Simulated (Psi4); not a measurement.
# S2F2 (Thio-thionyl fluoride): wB97X-D/aug-cc-pVDZ (density fitting with cc-pvdz-jkfit, sweep point 2)

Aim: the vertical singlet–triplet gap of S2F2 (Thio-thionyl fluoride) at wB97X-D/aug-cc-pVDZ (density fitting with cc-pvdz-jkfit, sweep point 2), from 2 runs. Input form: a Python script.

The results are computed with Psi4 1.11.

2 further runs of the same task are left out: 2 set aside as unsound or not needed.

## (1) Starting point

S2F2 has 4 atoms, charge 0, and is taken as a singlet. SMILES: `FS(F)=S`. Geometry: relaxed at GFN2-xTB.

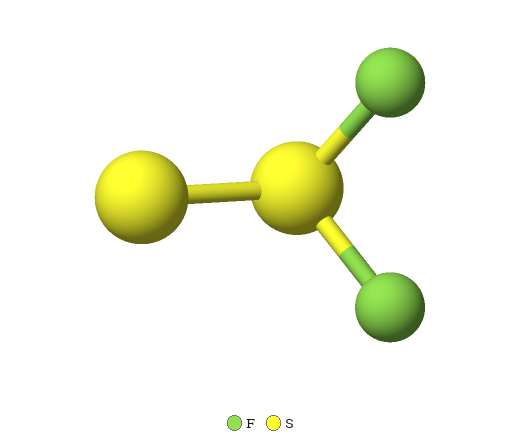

Viewed from a chosen angle; fluorine green, sulfur yellow.

## (2) A single-point energy at wB97X-D/aug-cc-pVDZ (density fitting with cc-pvdz-jkfit, sweep point 2)

Input file job.py:

```python
import psi4

psi4.set_memory('1600 MB')
psi4.set_num_threads(1)
psi4.set_output_file('psi4.out', False)

m = psi4.geometry("""
0 1
F      0.766610     0.341640     1.237090
S     -0.514710    -0.073220     0.231030
F      0.333030    -1.428520    -0.291570
S     -0.584940     1.160090    -1.176550
symmetry c1
""")

psi4.set_options({
    'basis': 'aug-cc-pVDZ',
    'reference': 'rks',
    'puream': True,
    'scf_type': 'df',
    'dft_radial_points': 99,
    'dft_spherical_points': 590,
    'df_basis_scf': 'cc-pvdz-jkfit',
})

E, wfn = psi4.energy("wb97x-d", return_wfn=True)
print('E =', round(E, 9))
```

On the command line:

```
$ python job.py
```

psi4.out:

```text
[...]
  Running in c1 symmetry.
[...]
  Nuclear repulsion =  233.814951638961475
[...]
  Multiplicity = 1
[...]
  Nalpha       = 25
  Nbeta        = 25
[...]
    Number of basis functions: 100
[...]
   @DF-RKS iter   1:  -995.86363945769187   -9.38827e-02   5.52006e-03 DIIS/ADIIS
[...]
   @DF-RKS iter   9:  -995.99057471520791   -4.33233e-08   5.06744e-07 DIIS
[...]
    Orbital Energies [Eh]
    ---------------------
    Doubly Occupied:
       1A    -89.290793     2A    -89.088099     3A    -24.874645
       4A    -24.874383     5A     -8.284835     6A     -8.109156
       7A     -6.234037     8A     -6.233481     9A     -6.225084
      10A     -6.059087    11A     -6.052229    12A     -6.049575
      13A     -1.357889    14A     -1.314643    15A     -0.985150
      16A     -0.781476    17A     -0.655081    18A     -0.622568
      19A     -0.597497    20A     -0.550963    21A     -0.543510
      22A     -0.521160    23A     -0.461787    24A     -0.403683
      25A     -0.378829
[...]
  @DF-RKS Final Energy:  -995.99057471520791
   => Energetics <=
    Nuclear Repulsion Energy =            233.8149516389614746
    One-Electron Energy =               -1842.5337295336955776
    Two-Electron Energy =                 665.0827070858356365
    DFT Exchange-Correlation Energy =     -52.3541041755805523
    Empirical Dispersion Energy =          -0.0003997307288943
    VV10 Nonlocal Energy =                  0.0000000000000000
    Total Energy =                       -995.9905747152079130
[...]
 Multipole Moments:
 ------------------------------------------------------------------------------------
     Multipole            Electronic (a.u.)      Nuclear  (a.u.)        Total (a.u.)
 ------------------------------------------------------------------------------------
 L = 1.  Multiply by 2.5417464519 to convert [e a0] to [Debye]
 Dipole X            :          0.7329858           -1.3230281           -0.5900424
 Dipole Y            :         -1.1466583            1.3076640            0.1610057
 Dipole Z            :          1.1206778           -1.1375940           -0.0169162
 Magnitude           :                                                    0.6118488
[...]
```

Standard output:

```text
E = -995.990574715
```

Run time: 14 s. Hardware: 1 thread of Intel Xeon Platinum 8259CL at 2.50GHz (Skylake/Cascade Lake), shared host; peak memory 0.92 GiB.

## (3) The triplet, same level

Input file calc.py:

```python
import psi4

psi4.set_memory('1600 MB')
psi4.set_num_threads(1)
psi4.core.set_output_file('output.dat', False)

molecule = psi4.geometry("""
0 3
F      0.766610     0.341640     1.237090
S     -0.514710    -0.073220     0.231030
F      0.333030    -1.428520    -0.291570
S     -0.584940     1.160090    -1.176550
units angstrom
symmetry c1
""")

options = {'reference': 'uks', 'puream': True, 'scf_type': 'df', 'dft_radial_points': 99, 'dft_spherical_points': 590, 'df_basis_scf': 'cc-pvdz-jkfit', 'maxiter': 150}
psi4.set_options(options)

e = psi4.energy("wb97x-d/aug-cc-pVDZ")
print('E =', round(e, 9))
```

On the command line:

```
$ python calc.py
```

output.dat:

```text
[...]
  Running in c1 symmetry.
[...]
  Nuclear repulsion =  233.814951638961475
[...]
  Multiplicity = 3
[...]
  Nalpha       = 26
  Nbeta        = 24
[...]
    Number of basis functions: 100
[...]
   @DF-UKS iter   1:  -995.75987377037893    9.88301e-03   5.05209e-03 DIIS/ADIIS
[...]
   @DF-UKS iter  11:  -995.86563638169537   -5.96314e-07   9.95035e-07 DIIS
[...]
   @S^2 Observed:                2.012778484E+00
[...]
    Orbital Energies [Eh]
    ---------------------
    Alpha Occupied:
       1A    -89.236590     2A    -89.133623     3A    -24.858390
       4A    -24.858008     5A     -8.238837     6A     -8.153339
       7A     -6.187765     8A     -6.185807     9A     -6.182491
      10A     -6.107039    11A     -6.099638    12A     -6.091083
      13A     -1.347766    14A     -1.305182    15A     -1.000348
      16A     -0.797473    17A     -0.654118    18A     -0.625244
      19A     -0.599118    20A     -0.549923    21A     -0.532978
      22A     -0.508262    23A     -0.470390    24A     -0.436823
      25A     -0.432503    26A     -0.253308
    Alpha Virtual:
[...]
  @DF-UKS Final Energy:  -995.86563638169537
   => Energetics <=
    Nuclear Repulsion Energy =            233.8149516389614746
    One-Electron Energy =               -1842.7257838638365683
    Two-Electron Energy =                 665.4308049703819279
    DFT Exchange-Correlation Energy =     -52.3852093964733498
    Empirical Dispersion Energy =          -0.0003997307288943
    VV10 Nonlocal Energy =                  0.0000000000000000
    Total Energy =                       -995.8656363816953672
[...]
 Multipole Moments:
 ------------------------------------------------------------------------------------
     Multipole            Electronic (a.u.)      Nuclear  (a.u.)        Total (a.u.)
 ------------------------------------------------------------------------------------
 L = 1.  Multiply by 2.5417464519 to convert [e a0] to [Debye]
 Dipole X            :          0.7933508           -1.3230281           -0.5296774
 Dipole Y            :         -0.8338201            1.3076640            0.4738440
 Dipole Z            :          0.7417732           -1.1375940           -0.3958208
 Magnitude           :                                                    0.8134865
[...]
```

Standard output:

```text
E = -995.865636382
```

Run time: 20 s. Hardware: 1 thread of Intel Xeon Platinum 8259CL at 2.50GHz (Skylake/Cascade Lake), shared host; peak memory 0.91 GiB.

## (4) Outcome

At wB97X-D/aug-cc-pVDZ (density fitting with cc-pvdz-jkfit, sweep point 2):

```
                                        quantity          value
                           singlet: total energy  -995.99057 Eh
                          singlet: dipole moment         1.56 D
                            singlet: HOMO energy      -10.31 eV
                            singlet: LUMO energy       -1.18 eV
                          singlet: HOMO–LUMO gap        9.13 eV
                      singlet: dispersion energy   -1.05 kJ/mol
                           triplet: total energy  -995.86564 Eh
                          triplet: dipole moment         2.07 D
     triplet: HOMO energy (highest over α and β)       -6.89 eV
      triplet: LUMO energy (lowest over α and β)       -4.55 eV
                      triplet: dispersion energy   -1.05 kJ/mol
                                   triplet: ⟨S²⟩          2.013
vertical energy of the triplet above the singlet       3.400 eV
```

What this shows: At this shape the triplet lies 3.40 eV (78 kcal/mol) above the singlet.
